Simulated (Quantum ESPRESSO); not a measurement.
# Collinear magnetic orders of MnGePd with Quantum ESPRESSO

Does MnGePd prefer parallel or opposed moments?

Main program and level: Quantum ESPRESSO 7.5; PBEsol; plane waves with GBRV 1.5 PBEsol potentials, no spin-orbit coupling.

## 1. Starting point

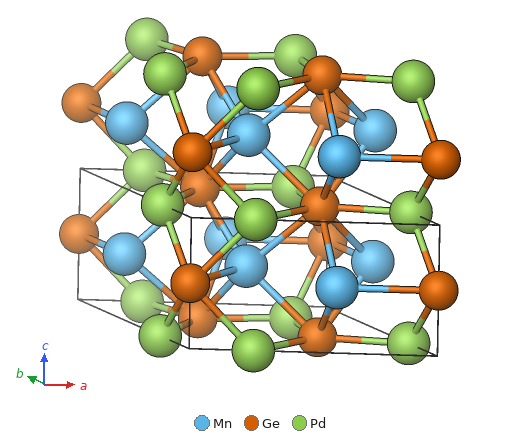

Start, viewed slightly off an axis; manganese blue, germanium orange, palladium green. 1×1×2 cells are drawn. Some periodic images of atoms are drawn too.

The cell comes from the Crystallography Open Database.

## 2. Start 1: ferro +++

The signs are those of the starting moments on the seeded atoms, the atoms that are given a moment.

Contents of pw.in:

```
&CONTROL
  calculation = 'scf'
  prefix = 'pwscf'
  outdir = './tmp'
  pseudo_dir = './pseudo'
  disk_io = 'nowf'
/
&SYSTEM
  ibrav = 0
  celldm(1) = 8
  nat = 9
  ntyp = 3
  ecutwfc = 40
  ecutrho = 280
  nbnd = 88
  occupations = 'smearing'
  smearing = 'fd'
  degauss = 0.00734986
  nspin = 2
  starting_magnetization(1) = 0.2333
  starting_magnetization(2) = 0
  starting_magnetization(3) = 0
/
&ELECTRONS
  conv_thr = 1.8d-08
  electron_maxstep = 150
  mixing_beta = 0.3
/
ATOMIC_SPECIES
Mn     54.9380 mn_pbesol_v1.5.uspp.F.UPF
Ge     72.6300 ge_pbesol_v1.4.uspp.F.UPF
Pd    106.4200 pd_pbesol_v1.4.uspp.F.UPF
CELL_PARAMETERS alat
   1.5682364676738    0.0000000000000    0.0000000000000
  -0.7841182338369    1.3581326201408    0.0000000000000
   0.0000000000000    0.0000000000000    0.8449437934733
ATOMIC_POSITIONS crystal
Mn      0.5914500000    0.0000000000    0.5000000000
Mn      0.4085500000    0.4085500000    0.5000000000
Mn      0.0000000000    0.5914500000    0.5000000000
Ge      0.3333333333    0.6666666667    0.0000000000
Ge      0.6666666667    0.3333333333    0.0000000000
Ge      0.0000000000    0.0000000000    0.5000000000
Pd      0.2589500000    0.0000000000    0.0000000000
Pd      0.7410500000    0.7410500000    0.0000000000
Pd      0.0000000000    0.2589500000    0.0000000000
K_POINTS automatic
8 8 8 0 0 0
```

Command:

```console
$ OMP_NUM_THREADS=1 mpirun -n 4 pw.x -nk 4 -in pw.in > pw.out
```

Output:

```text
Program PWSCF v.7.5 starts

     Message from routine setup:
     using ibrav=0 with symmetry is DISCOURAGED, use correct ibrav instead

     K-points division:     npool     =       4
     Subspace diagonalization in iterative solution of the eigenvalue problem:

     G-vector sticks info
     --------------------
     sticks:   dense  smooth     PW     G-vecs:    dense   smooth      PW
     Sum        3049    1735    511                72757    31509    5097

     Using Slab Decomposition

     bravais-lattice index     =            0
     lattice parameter (alat)  =       8.0000  a.u.
     unit-cell volume          =     921.4070 (a.u.)^3
     number of atoms/cell      =            9
     number of atomic types    =            3
     number of electrons       =       135.00
     number of Kohn-Sham states=           88
     kinetic-energy cutoff     =      40.0000  Ry
     charge density cutoff     =     280.0000  Ry
     scf convergence threshold =      1.8E-08
     mixing beta               =       0.3000
     number of iterations used =            8  plain     mixing
     Exchange-correlation= SLA  PW   PSX  PSC
                           (   1   4  10   8   0   0   0)

     celldm(1)=   8.000000  celldm(2)=   0.000000  celldm(3)=   0.000000
     celldm(4)=   0.000000  celldm(5)=   0.000000  celldm(6)=   0.000000

     crystal axes: (cart. coord. in units of alat)
               a(1) = (   1.568236   0.000000   0.000000 )
               a(2) = (  -0.784118   1.358133   0.000000 )
               a(3) = (   0.000000   0.000000   0.844944 )

     reciprocal axes: (cart. coord. in units 2 pi/alat)
               b(1) = (  0.637659  0.368153 -0.000000 )
               b(2) = (  0.000000  0.736305  0.000000 )
               b(3) = (  0.000000 -0.000000  1.183511 )

     PseudoPot. # 1 for Mn read from file:
     mn_pbesol_v1.5.uspp.F.UPF
     Pseudo is Ultrasoft + core correction, Zval = 15.0
     Generated by new atomic code, or converted to UPF format
     Using radial grid of  859 points,  6 beta functions with:
                l(1) =   0
                l(2) =   0
                l(3) =   1
                l(4) =   1
                l(5) =   2
                l(6) =   2
     Q(r) pseudized with  8 coefficients,  rinner =    0.950   0.950   0.950
                                                       0.950   0.950

     PseudoPot. # 2 for Ge read from file:
     ge_pbesol_v1.4.uspp.F.UPF
     Pseudo is Ultrasoft + core correction, Zval = 14.0
     Generated by new atomic code, or converted to UPF format
     Using radial grid of  873 points,  6 beta functions with:
                l(1) =   0
                l(2) =   0
                l(3) =   1
                l(4) =   1
                l(5) =   2
                l(6) =   2
     Q(r) pseudized with  8 coefficients,  rinner =    1.400   1.400   1.400
                                                       1.400   1.400

     PseudoPot. # 3 for Pd read from file:
     pd_pbesol_v1.4.uspp.F.UPF
     Pseudo is Ultrasoft + core correction, Zval = 16.0
     Generated by new atomic code, or converted to UPF format
     Using radial grid of  887 points,  6 beta functions with:
                l(1) =   0
                l(2) =   0
                l(3) =   1
                l(4) =   1
                l(5) =   2
                l(6) =   2
     Q(r) pseudized with  8 coefficients,  rinner =    1.130   1.130   1.130
                                                       1.130   1.130

     atomic species   valence    mass     pseudopotential
     Mn               15.00    54.93800     Mn( 1.00)
     Ge               14.00    72.63000     Ge( 1.00)
     Pd               16.00   106.42000     Pd( 1.00)

     Starting magnetic structure
     atomic species   magnetization
     Mn              0.233
     Ge              0.000
     Pd              0.000

     12 Sym. Ops. (no inversion) found

   Cartesian axes

     site n.     atom                  positions (alat units)
         1        Mn     tau(   1) = (   0.9275335   0.0000000   0.4224719  )
         2        Mn     tau(   2) = (   0.3203515   0.5548651   0.4224719  )
         3        Mn     tau(   3) = (  -0.4637667   0.8032675   0.4224719  )
         4        Ge     tau(   4) = (  -0.0000000   0.9054217   0.0000000  )
         5        Ge     tau(   5) = (   0.7841182   0.4527109   0.0000000  )
         6        Ge     tau(   6) = (   0.0000000   0.0000000   0.4224719  )
         7        Pd     tau(   7) = (   0.4060948   0.0000000   0.0000000  )
         8        Pd     tau(   8) = (   0.5810708   1.0064442   0.0000000  )
         9        Pd     tau(   9) = (  -0.2030474   0.3516884   0.0000000  )

     number of k points=    50  Fermi-Dirac smearing, width (Ry)=  0.0073
                       cart. coord. in units 2pi/alat
        k(    1) = (   0.0000000   0.0000000   0.0000000), wk =   0.0019531
        k(    2) = (   0.0000000   0.0000000   0.1479388), wk =   0.0039062
        k(    3) = (   0.0000000   0.0000000   0.2958777), wk =   0.0039062
        k(    4) = (   0.0000000   0.0000000   0.4438165), wk =   0.0039062
        k(    5) = (   0.0000000   0.0000000  -0.5917553), wk =   0.0019531
        [... 45 further k-points ...]

     Dense  grid:    72757 G-vectors     FFT dimensions: (  72,  72,  40)

     Smooth grid:    31509 G-vectors     FFT dimensions: (  54,  54,  27)

     Check: negative core charge=   -0.000025
     Generating pointlists ...
     new r_m :   0.2622 (alat units)  2.0975 (a.u.) for type    1
     new r_m :   0.2417 (alat units)  1.9338 (a.u.) for type    2
     new r_m :   0.2417 (alat units)  1.9338 (a.u.) for type    3

     Initial potential from superposition of free atoms

     starting charge     131.9973, renormalised to     135.0000

     negative rho (up, down):  1.140E-01 1.141E-01
     Starting wfcs are  102 randomized atomic wfcs

     Self-consistent Calculation

     iteration #  1     ecut=    40.00 Ry     beta= 0.30
     Davidson diagonalization with overlap
     ethr =  1.00E-02,  avg # of iterations =  2.7

     negative rho (up, down):  1.129E-01 1.129E-01

     total energy              =   -1865.30658671 Ry
     estimated scf accuracy    <      12.13130056 Ry

     total magnetization       =     8.97 Bohr mag/cell
     absolute magnetization    =     9.42 Bohr mag/cell

     iteration #  2     ecut=    40.00 Ry     beta= 0.30
     Davidson diagonalization with overlap
     ethr =  8.99E-03,  avg # of iterations =  2.0

     negative rho (up, down):  1.146E-01 1.146E-01

     total energy              =   -1867.15377557 Ry
     estimated scf accuracy    <      15.95128379 Ry

     total magnetization       =     7.35 Bohr mag/cell
     absolute magnetization    =     7.89 Bohr mag/cell

     iteration #  3     ecut=    40.00 Ry     beta= 0.30
     Davidson diagonalization with overlap
     ethr =  8.99E-03,  avg # of iterations =  2.0

     negative rho (up, down):  1.153E-01 1.154E-01

     total energy              =   -1868.80710203 Ry
     estimated scf accuracy    <       0.71554920 Ry

     total magnetization       =     9.41 Bohr mag/cell
     absolute magnetization    =    10.40 Bohr mag/cell

     [... further iterations left out ...]

     iteration # 10     ecut=    40.00 Ry     beta= 0.30
     Davidson diagonalization with overlap
     ethr =  1.09E-07,  avg # of iterations =  2.0

     negative rho (up, down):  1.175E-01 1.181E-01

     total energy              =   -1868.91244490 Ry
     estimated scf accuracy    <       0.00007085 Ry

     total magnetization       =     9.96 Bohr mag/cell
     absolute magnetization    =    11.56 Bohr mag/cell

     iteration # 11     ecut=    40.00 Ry     beta= 0.30
     Davidson diagonalization with overlap
     ethr =  5.25E-08,  avg # of iterations =  2.1

     negative rho (up, down):  1.175E-01 1.181E-01

     total energy              =   -1868.91245542 Ry
     estimated scf accuracy    <       0.00000188 Ry

     total magnetization       =     9.96 Bohr mag/cell
     absolute magnetization    =    11.58 Bohr mag/cell

     iteration # 12     ecut=    40.00 Ry     beta= 0.30
     Davidson diagonalization with overlap
     ethr =  1.39E-09,  avg # of iterations =  2.9

     negative rho (up, down):  1.175E-01 1.181E-01

     total energy              =   -1868.91245631 Ry
     estimated scf accuracy    <       0.00000015 Ry

     total magnetization       =     9.96 Bohr mag/cell
     absolute magnetization    =    11.59 Bohr mag/cell

     iteration # 13     ecut=    40.00 Ry     beta= 0.30
     Davidson diagonalization with overlap
     ethr =  1.11E-10,  avg # of iterations =  2.1

     negative rho (up, down):  1.175E-01 1.181E-01

     Magnetic moment per site  (integrated on atomic sphere of radius R)
     atom   1 (R=0.262)  charge= 13.4744  magn=  3.4359
     atom   2 (R=0.262)  charge= 13.4744  magn=  3.4359
     atom   3 (R=0.262)  charge= 13.4744  magn=  3.4359
     atom   4 (R=0.242)  charge= 11.9175  magn= -0.1235
     atom   5 (R=0.242)  charge= 11.9175  magn= -0.1235
     atom   6 (R=0.242)  charge= 11.9668  magn= -0.0697
     atom   7 (R=0.242)  charge= 13.7680  magn= -0.0127
     atom   8 (R=0.242)  charge= 13.7680  magn= -0.0127
     atom   9 (R=0.242)  charge= 13.7680  magn= -0.0127

     End of self-consistent calculation

     Number of k-points >= 100: set verbosity='high' to print the bands.

     the Fermi energy is    15.7091 ev

!    total energy              =   -1868.91245638 Ry
     estimated scf accuracy    <       0.00000001 Ry
     smearing contrib. (-TS)   =      -0.00999496 Ry
     internal energy E=F+TS    =   -1868.90246143 Ry

     The total energy is F=E-TS. E is the sum of the following terms:
     one-electron contribution =    -776.22556990 Ry
     hartree contribution      =     493.23924252 Ry
     xc contribution           =    -345.89238018 Ry
     ewald contribution        =   -1240.02375387 Ry

     total magnetization       =     9.96 Bohr mag/cell
     absolute magnetization    =    11.59 Bohr mag/cell

     convergence has been achieved in  13 iterations

=------------------------------------------------------------------------------=
   JOB DONE.
=------------------------------------------------------------------------------=
```

The job ended after 4 min (4 MPI ranks of Arm Neoverse V2, shared host; peak memory 1.2 GiB; 16 min of CPU time).

Spin moment in the atom's sphere by atom:

| atom | spin moment in the atom's sphere (μB) |
| --- | --- |
| Mn1 | 3.44 |
| Mn2 | 3.44 |
| Mn3 | 3.44 |
| Ge4 | -0.12 |
| Ge5 | -0.12 |
| Ge6 | -0.07 |
| Pd7 | -0.01 |
| Pd8 | -0.01 |
| Pd9 | -0.01 |

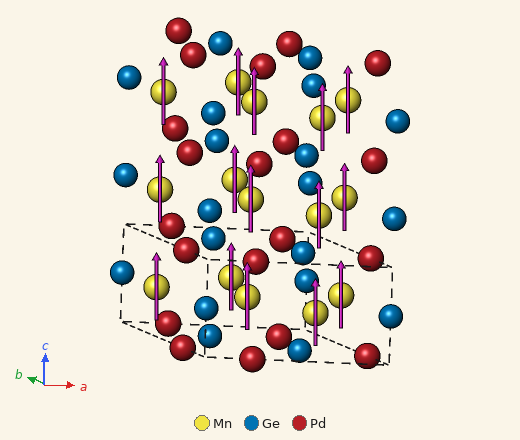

Spin moment in the atom's sphere as arrows, the longest 3.44 μB. Up and down stand for the sign. Arrows give size and sign along the axis of quantisation, drawn up and down the page. 1×1×3 cells are drawn. Some periodic images of atoms are drawn too.

Numbers from this step:

- smearing term TS: 0.1360 eV
- magnetization: 9.964 μB
- absolute magnetization: 11.59 μB
- final state: ferromagnetic

(Part 1 of 2 ends here.)

[Logs and program files are shortened in this print: banners, set-up blocks, solver, clock and traceback lines can be left out without a mark of their own.]

[Logs are printed without paths, hosts, clocks, repeated set-up lines and the standing remarks that a program may print on its own settings, such as how far it seeks lower states.]

[Hosts, paths, dates, database ids (printed as entryN), source tags and the programs' standing remarks are cut or masked in the printed files.]

[Where a cell is said to come from a database of computed structures, the database is the Materials Project.]
